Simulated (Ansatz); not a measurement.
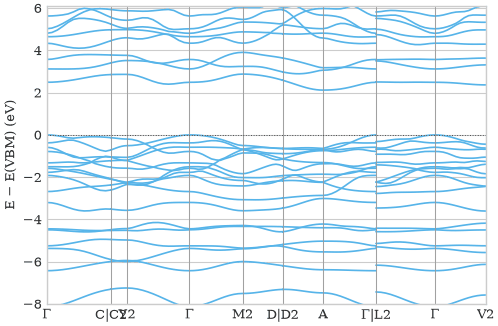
Band structure from r²SCAN (plane waves, PAW; program Ansatz)

Question: Read off the gap and where the band edges lie.

Answer: About 2.1 eV (2.12 eV by a search for the band edges); maximum at Γ, minimum at A.

The material is LiPS3 in space group C2/m (No. 12; Pearson symbol mS20).

The workflow started from an entry of the Crystallography Open Database (COD). Its standing as an ambient phase is unchecked. The cell was relaxed with r²SCAN under the symmetry of its start; whether a distortion lowers the energy is not shown.

Potentials: the later of the program's two PAW sets.
